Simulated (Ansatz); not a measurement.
# CH3BFNO (SMILES NC1(F)BO1): a chain of runs

Wanted: a structure relaxation (singlet CH3BFNO, HF/STO-3G), then a geometry optimisation (singlet CH3BFNO, HF/STO-3G), then a band of images between two shapes (singlet CH3BFNO, HF/STO-3G), then a saddle-point search (singlet CH3BFNO, HF/STO-3G), then the harmonic vibrations (singlet CH3BFNO, HF/STO-3G), then the energy (singlet CH3BFNO, MP2/cc-pVDZ) of CH3BFNO and its partners. 

The results are computed with Ansatz 0.2.0.

## 1. The structure to begin with

CH3BFNO: 8 atoms, total charge 0, spin state singlet. SMILES: `NC1(F)BO1`. The shape is that of a PBE0-D4/def2-TZVP optimisation. The run starts from this shape.

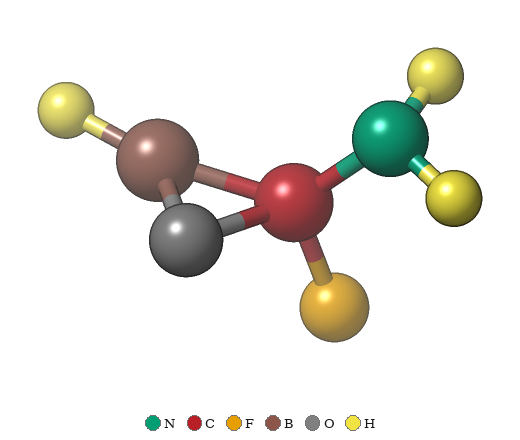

The structure, seen from a chosen angle (nitrogen teal, carbon red, fluorine amber, boron brown, oxygen grey, hydrogen yellow).

## 2. A structure relaxation at HF/STO-3G (run 1)

Contents of run.yaml:

```yaml
crystal:
  periodic: [false, false, false]
  atoms:
    - {symbol: "N", position_ang: [-0.431000, 1.148400, 0.184600]}
    - {symbol: C, position_ang: [0.054100, -0.061200, -0.289600]}
    - {symbol: F, position_ang: [0.122100, -0.132700, -1.658300]}
    - {symbol: B, position_ang: [0.337600, -1.307200, 0.515100]}
    - {symbol: O, position_ang: [1.346900, -0.473000, 0.255300]}
    - {symbol: H, position_ang: [-1.439500, 1.170100, 0.211400]}
    - {symbol: H, position_ang: [-0.075300, 1.941600, -0.336200]}
    - {symbol: H, position_ang: [0.177200, -2.343100, 1.061900]}
basis:
  gaussian:
    orbitals: STO-3G
hamiltonian:
  xc: hf
relax: {}
```

On the command line:

```bash
ansatz run run.yaml --threads 1 --pin off --max-ram 2610MiB --events-out events.jsonl --progress --plain --runs-dir runs
```

Standard output:

```text
Warning: RAYON_NUM_THREADS=1 ignored (pool sized by the plan → 1); use --threads N
The last accepted step is kept in runs//last_step.txt (removed where the run ends without a failure and the disk answers)
[... 56 lines left out ...]
Total energy: -7867.67071351 eV, -289.1315658229 hartree
[... 8 lines left out ...]
Dipole moment:    -0.303805    -0.045590    -0.065182 e Å
```

It took 3.9 s on 1 thread of AMD EPYC 9R45 (Zen 5), shared host; peak memory 0.18 GiB.

Steps, from the record of the run:

```tsv
step	energy from the first frame kept (eV)	largest force (eV/Å)
1	0.0000	2.9837
2	-0.1516	1.1770
3	-0.1839	0.4276
4	-0.1925	0.1454
5	-0.1934	0.0971
6	-0.1936	0.0168
7	-0.1937	0.0103
```

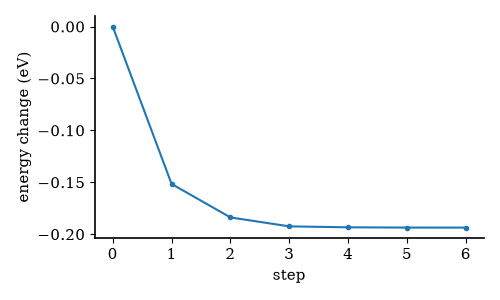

Energy along the run.

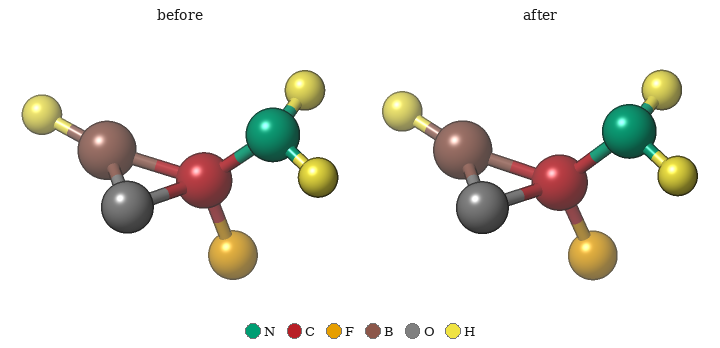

Before and after, at one scale.

After the run. Bond lengths: N1–C2 1.464 Å, C2–F3 1.373 Å, C2–B4 1.519 Å, C2–O5 1.460 Å, B4–O5 1.329 Å, N1–H6 1.031 Å, N1–H7 1.032 Å, B4–H8 1.150 Å. Some angles: N1–C2–F3 113.7°, N1–C2–B4 123.1°, N1–C2–O5 113.8°, F3–C2–B4 122.4°, F3–C2–O5 111.7°, B4–C2–O5 52.9°, C2–B4–O5 61.2°, C2–O5–B4 65.8°, C2–N1–H6 108.4°, C2–N1–H7 108.7°.

## 3. Rotamer: a geometry optimisation at HF/STO-3G (run 2)

Contents of in.yaml:

```yaml
basis:
  gaussian: {orbitals: STO-3G}
crystal:
  periodic: [false, false, false]
  atoms:
    - {symbol: "N", position_ang: [-0.431000, 1.148400, 0.184600]}
    - {symbol: C, position_ang: [0.054100, -0.061200, -0.289600]}
    - {symbol: F, position_ang: [0.122100, -0.132700, -1.658300]}
    - {symbol: B, position_ang: [0.337600, -1.307200, 0.515100]}
    - {symbol: O, position_ang: [1.346900, -0.473000, 0.255300]}
    - {symbol: H, position_ang: [-0.112759, 1.345301, 1.121731]}
    - {symbol: H, position_ang: [-1.441393, 1.208730, 0.135728]}
    - {symbol: H, position_ang: [0.177200, -2.343100, 1.061900]}
hamiltonian: {xc: hf}
relax: {}
```

On the command line:

```bash
ansatz run in.yaml --threads 1 --pin off --max-ram 2610MiB --events-out events.jsonl --progress --plain --runs-dir runs
```

Standard output:

```text
Warning: RAYON_NUM_THREADS=1 ignored (pool sized by the plan → 1); use --threads N
The last accepted step is kept in runs//last_step.txt (removed where the run ends without a failure and the disk answers)
[... 149 lines left out ...]
Total energy: -7867.59952914 eV, -289.1289498452 hartree
[... 8 lines left out ...]
Dipole moment:    -0.022022    -0.064607     0.354375 e Å
```

It took 12 s on 1 thread of AMD EPYC 9R45 (Zen 5), shared host; peak memory 0.18 GiB.

Steps, from the record of the run:

```tsv
step	energy from the first frame kept (eV)	largest force (eV/Å)
1	0.0000	4.2284
2	-0.2288	1.3087
3	-0.2710	0.3552
4	-0.2793	0.1295
5	-0.2798	0.0351
6	-0.2799	0.0089
7	-0.2799	0.0110
8	-0.2802	0.0771
9	-0.2792	0.4002
10	-0.2812	0.0868
11	-0.2819	0.2109
12	-0.2829	0.4103
13	-0.3038	0.2171
14	-0.3129	0.6710
15	-0.3176	1.1653
16	-0.3624	1.0307
17	-0.3910	0.3300
18	-0.4088	0.3471
19	-0.4163	0.3511
20	-0.4181	0.3099
21	-0.4199	0.0969
22	-0.4203	0.0137
```

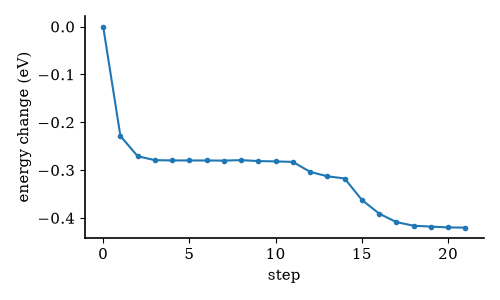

Energy along the run.

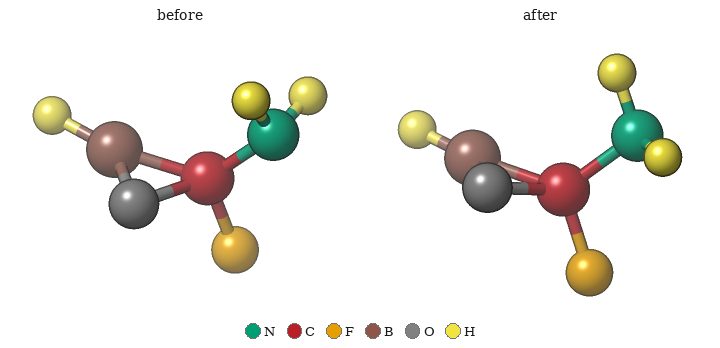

Before and after, at one scale.

After the run. Bond lengths: N1–C2 1.463 Å, C2–F3 1.368 Å, C2–B4 1.518 Å, C2–O5 1.470 Å, B4–O5 1.330 Å, N1–H6 1.032 Å, N1–H7 1.030 Å, B4–H8 1.151 Å. Some angles: N1–C2–F3 110.4°, N1–C2–B4 126.4°, N1–C2–O5 117.2°, F3–C2–B4 122.2°, F3–C2–O5 111.6°, B4–C2–O5 52.8°, C2–B4–O5 61.7°, C2–O5–B4 65.5°, C2–N1–H6 109.3°, C2–N1–H7 109.6°.

## 4. A band of images between two shapes at HF/STO-3G (run 3)

Contents of run.yaml:

```yaml
basis:
  gaussian:
    orbitals: STO-3G
crystal:
  periodic: [false, false, false]
  atoms:
    - {symbol: N, position_ang: [-0.417960, 1.167440, 0.248043]}
    - {symbol: C, position_ang: [0.093618, -0.084144, -0.313702]}
    - {symbol: F, position_ang: [0.113393, -0.106450, -1.686281]}
    - {symbol: B, position_ang: [0.360813, -1.321944, 0.525541]}
    - {symbol: O, position_ang: [1.372025, -0.504358, 0.252155]}
    - {symbol: H, position_ang: [-1.447544, 1.149693, 0.197283]}
    - {symbol: H, position_ang: [-0.116495, 1.949079, -0.354933]}
    - {symbol: H, position_ang: [0.134251, -2.306416, 1.076095]}
hamiltonian:
  xc: hf
neb:
  images: 3
  max_iterations: 60
  spring: 5
  final_atoms:
    - {symbol: N, position_ang: [-0.728287, 1.040585, 0.110831]}
    - {symbol: C, position_ang: [0.099500, -0.097332, -0.290176]}
    - {symbol: F, position_ang: [0.564042, 0.077914, -1.564894]}
    - {symbol: B, position_ang: [0.228823, -1.420549, 0.443304]}
    - {symbol: O, position_ang: [1.173998, -0.503026, 0.627032]}
    - {symbol: H, position_ang: [-0.142934, 1.889484, 0.156646]}
    - {symbol: H, position_ang: [-1.095002, 0.882895, 1.059859]}
    - {symbol: H, position_ang: [-0.047392, -2.484740, 0.783858]}
```

On the command line:

```bash
ansatz run run.yaml --threads 1 --pin off --max-ram 2610MiB --events-out events.jsonl --progress --plain --runs-dir runs
```

Standard output:

```text
Warning: RAYON_NUM_THREADS=1 ignored (pool sized by the plan → 1); use --threads N
[... 213 lines left out ...]
Total energy: -7867.50830328 eV, -289.1255973568 hartree
[... 8 lines left out ...]
Dipole moment:     0.085417     0.057926    -0.009194 e Å
this run last wrote the band of iteration 5 to runs//neb_band.json
```

It took 9.6 s on 1 thread of AMD EPYC 9R45 (Zen 5), shared host.

## 5. Saddle: a saddle-point search at HF/STO-3G (run 4)

Contents of molecule.yaml:

```yaml
crystal:
  periodic: [false, false, false]
  atoms:
    - {symbol: N, position_ang: [-0.731814, 1.054609, 0.230338]}
    - {symbol: C, position_ang: [-0.111646, -0.186425, -0.299769]}
    - {symbol: F, position_ang: [-0.431270, -0.376692, -1.618198]}
    - {symbol: B, position_ang: [0.560589, -1.253624, 0.544233]}
    - {symbol: O, position_ang: [1.313137, -0.311864, -0.032114]}
    - {symbol: H, position_ang: [-1.224022, 1.491721, -0.566116]}
    - {symbol: H, position_ang: [0.038063, 1.703515, 0.466598]}
    - {symbol: H, position_ang: [0.679066, -2.178339, 1.219230]}
basis:
  gaussian: {orbitals: STO-3G}
hamiltonian: {xc: hf}
saddle:
  max_steps: 60
```

On the command line:

```bash
ansatz run molecule.yaml --threads 1 --pin off --max-ram 2610MiB --events-out events.jsonl --progress --plain --runs-dir runs
```

Standard output:

```text
Warning: RAYON_NUM_THREADS=1 ignored (pool sized by the plan → 1); use --threads N
[... 372 lines left out ...]
Total energy: -7867.50841320 eV, -289.1256013963 hartree
[... 8 lines left out ...]
Dipole moment:     0.086737     0.058687    -0.008661 e Å
```

It took 16 s on 1 thread of AMD EPYC 9R45 (Zen 5), shared host.

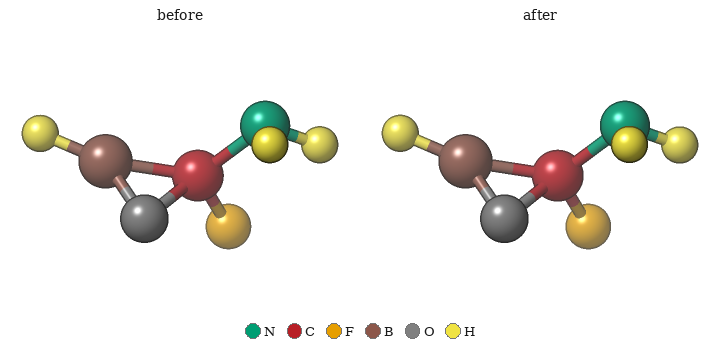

Before and after, at one scale.

After the run. Bond lengths: N1–C2 1.485 Å, C2–F3 1.369 Å, C2–B4 1.518 Å, C2–O5 1.455 Å, B4–O5 1.336 Å, N1–H6 1.033 Å, N1–H7 1.034 Å, B4–H8 1.151 Å. Some angles: N1–C2–F3 111.3°, N1–C2–B4 124.8°, N1–C2–O5 114.4°, F3–C2–B4 122.8°, F3–C2–O5 113.2°, B4–C2–O5 53.4°, C2–B4–O5 60.9°, C2–O5–B4 65.7°, C2–N1–H6 106.2°, C2–N1–H7 107.1°.

## 6. Saddle: vibrational wavenumbers at HF/STO-3G (run 5)

Contents of input.yaml:

```yaml
crystal:
  periodic: [false, false, false]
  atoms:
    - {symbol: N, position_ang: [-0.733001, 1.052351, 0.230060]}
    - {symbol: C, position_ang: [-0.112668, -0.187649, -0.302330]}
    - {symbol: F, position_ang: [-0.432302, -0.378766, -1.620134]}
    - {symbol: B, position_ang: [0.560945, -1.252306, 0.543851]}
    - {symbol: O, position_ang: [1.312505, -0.310981, -0.034424]}
    - {symbol: H, position_ang: [-1.220344, 1.495777, -0.566170]}
    - {symbol: H, position_ang: [0.037306, 1.699092, 0.471343]}
    - {symbol: H, position_ang: [0.679662, -2.174616, 1.222005]}
basis:
  gaussian: {orbitals: STO-3G}
hamiltonian: {xc: hf}
phonons: {temperatures: {t_min: 300, t_max: 1500, t_step: 300}}
```

On the command line:

```bash
ansatz run input.yaml --threads 1 --pin off --max-ram 2610MiB --events-out events.jsonl --progress --plain --runs-dir runs
```

Standard output:

```text
Warning: RAYON_NUM_THREADS=1 ignored (pool sized by the plan → 1); use --threads N
[... 263 lines left out ...]
WARN: phonons: modes at or below zero, which the zero-point energy, F, S and C_V leave out: 1, the lowest at -238.02 cm⁻¹. A minimum has none, and a first-order saddle one
Total energy: -7867.50841036 eV, -289.1256012921 hartree
[... 8 lines left out ...]
Dipole moment:     0.086737     0.058687    -0.008660 e Å
Vibrations: -238.02 376.68 431.02 476.14 547.66 864.63 924.75 995.83 1139.56 1188.02 1364.38 1492.90 1540.36 1776.17 1970.21 3354.89 3893.92 4082.79 cm⁻¹, zero-point energy 1.637825 eV
```

Wall time 11 s (1 thread of AMD EPYC 9R45 (Zen 5), shared host).

## 7. Saddle: the energy at MP2/cc-pVDZ (run 6)

Contents of in.yaml:

```yaml
crystal:
  periodic: [false, false, false]
  atoms:
    - {symbol: N, position_ang: [-0.733001, 1.052351, 0.230060]}
    - {symbol: C, position_ang: [-0.112668, -0.187649, -0.302330]}
    - {symbol: F, position_ang: [-0.432302, -0.378766, -1.620134]}
    - {symbol: B, position_ang: [0.560945, -1.252306, 0.543851]}
    - {symbol: O, position_ang: [1.312505, -0.310981, -0.034424]}
    - {symbol: H, position_ang: [-1.220344, 1.495777, -0.566170]}
    - {symbol: H, position_ang: [0.037306, 1.699092, 0.471343]}
    - {symbol: H, position_ang: [0.679662, -2.174616, 1.222005]}
basis:
  gaussian:
    orbitals: cc-pVDZ
correlation:
  method: mp2
```

On the command line:

```bash
ansatz run in.yaml --threads 1 --pin off --max-ram 2610MiB --events-out events.jsonl --progress --plain --runs-dir runs
```

Standard output:

```text
Warning: RAYON_NUM_THREADS=1 ignored (pool sized by the plan → 1); use --threads N
Functional definition: HF
  name "HF"
  exchange = exact_x
  correlation = 0
784 factors; integrals over basis functions are off by at most 1.2e-3 eV
mean field evaluation 1: about -7970.2049 eV, gradient 3.9e1 eV
mean field evaluation 2: about -7970.4285 eV, gradient 4.0e1 eV
mean field evaluation 4: about -7973.8839 eV, gradient 4.2e0 eV
mean field evaluation 8: about -7973.9544 eV, gradient 4.0e-1 eV
mean field -7973.95523678 eV, -293.0374500106 hartree, gradient 1.5e-6 eV, S^2 0.000000; 0 other end points of the search recorded, 0 dependent functions left out
5 core orbitals not correlated: weight in the atoms' cores, before any rotation towards them, 1.000 or more for the frozen orbitals, at most 0.000 for the correlated occupied ones
reference -7973.95523678 eV, -293.0374500106 hartree; 14, 14 occupied and 66, 66 virtual orbitals, 784 factors
second order -20.41708499 eV of doubles, -0.00000000 eV of singles
Total energy: -7994.37232177 eV, -293.7877640449 hartree
```

Wall time 0.52 s (1 thread of AMD EPYC 9R45 (Zen 5), shared host); peak memory 0.14 GiB.

## 8. Summary of results

```
                                                  quantity                  value
                 run 1, HF/STO-3G: total energy at the end          -289.13157 Eh
                           run 1, HF/STO-3G: dipole moment                 1.51 D
                          rotamer: total energy at the end          -289.12895 Eh
                                    rotamer: dipole moment                 1.73 D
                            run 3, HF/STO-3G: total energy          -289.12560 Eh
                           run 3, HF/STO-3G: dipole moment                 0.50 D
                    saddle, run 4: total energy at the end          -289.12560 Eh
                              saddle, run 4: dipole moment                 0.50 D
                               saddle, run 5: total energy          -289.12560 Eh
                              saddle, run 5: dipole moment                 0.50 D
                   saddle, run 5: largest force on an atom             0.001 eV/Å
                 saddle, run 5: lowest harmonic wavenumber  238i cm⁻¹ (imaginary)
                saddle, run 5: highest harmonic wavenumber              4083 cm⁻¹
                               saddle, run 6: total energy          -293.78776 Eh
saddle, run 6: correlation energy (5 core orbitals frozen)             -750.3 mEh
```

The optimisation (run 1, HF/STO-3G) took 6 steps and changed the energy by -0.194 eV. Mulliken charges (run 1, HF/STO-3G) run from -0.40 on N1 to +0.32 on B4. The optimisation (rotamer) took 21 steps and changed the energy by -0.420 eV. Mulliken charges (rotamer) run from -0.39 on N1 to +0.31 on B4; they depend strongly on the basis. 1 mode is imaginary (lowest 238i cm⁻¹): a first-order saddle point. Mulliken charges (saddle, run 5) run from -0.39 on N1 to +0.32 on B4; they depend strongly on the basis.
